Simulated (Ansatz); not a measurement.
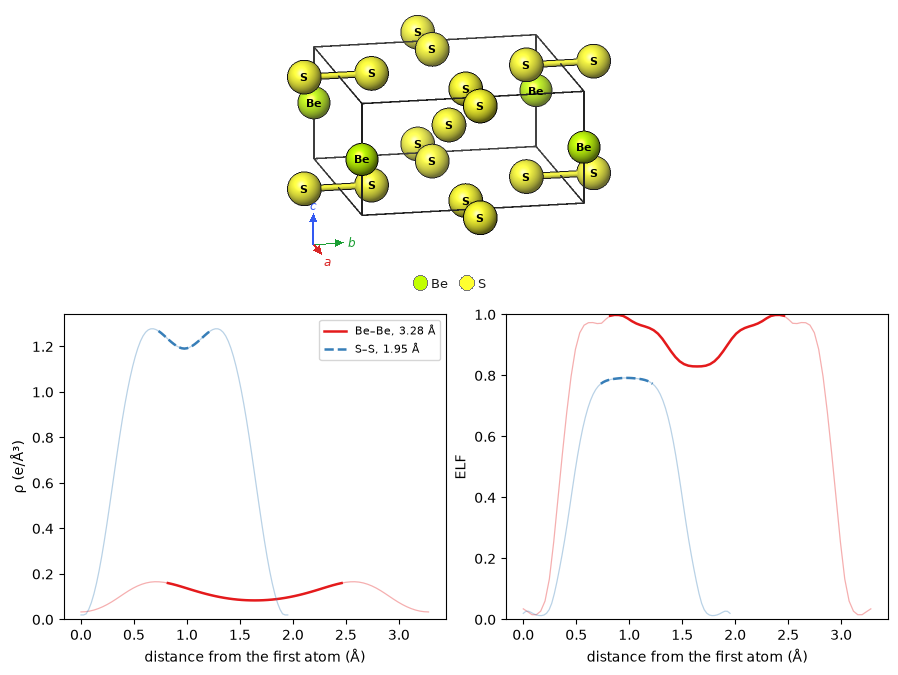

The picture shows: BeS₅. Valence electron density and ELF along straight lines between neighbouring atoms. Thin, pale parts lie inside the atomic spheres. The structure is drawn too.

Space group P4/mmm; a structure generated by program, which may or may not match a known phase.

All numbers below come from Ansatz, DFT PBE, scalar-relativistic, plane waves, PAW.

The density is the valence pseudo-density of a PAW calculation; it isn't the true density close to the nuclei.

The calculation's input:

```
crystal:
  lattice:
    - [6.4700465777, 0.0, 0.0]
    - [0.0, 6.4700465777, 0.0]
    - [0.0, 0.0, 3.2262859204]
  atoms:
    - { symbol: Be, position: [0.0, 0.0, 0.5] }
    - { symbol: S, position: [0.8487513081, 0.5, 0.0] }
    - { symbol: S, position: [0.1512486919, 0.5, 0.0] }
    - { symbol: S, position: [0.5, 0.1512486919, 0.0] }
    - { symbol: S, position: [0.5, 0.8487513081, 0.0] }
    - { symbol: S, position: [0.5, 0.5, 0.5] }
basis:
  ecutwfc: 420
kpoints:
  mp_grid: { grid: [6, 6, 12] }
hamiltonian:
  xc: pbe
scf:
  occupations: { method: gaussian, width: 0.1 }
output:
  forces: true
  stress: true
  eigenvalues: true
  write_density: true
  write_potential: true
  elf: true
  volumetric_format: npy
relax:
  adjacent_minimum: "off"
  f_tol: 0.01
  max_steps: 80
  cell: { stress_tol: 0.05 }
```

Launched as:

```sh
ansatz run input.yaml --threads 1 --pin off --max-ram 2560MiB --backend cpu --events-out ev --progress --plain --runs-dir out
```

Below, planes, directions and counts refer to the conventional cell (a = 6.45 Å, b = 6.45 Å, c = 3.28 Å, α = 90.00°, β = 90.00°, γ = 90.00°).

The fields are those of the relaxed geometry.

Question: What can be read from the curves?

Answer: Be–Be (3.28 Å): ρ at the midpoint is about 0.08 e/Å³; the ELF peaks at about 1 between the atoms.
S–S (1.95 Å): ρ at the midpoint is about 1.2 e/Å³; the ELF peaks at about 0.80 between the atoms.
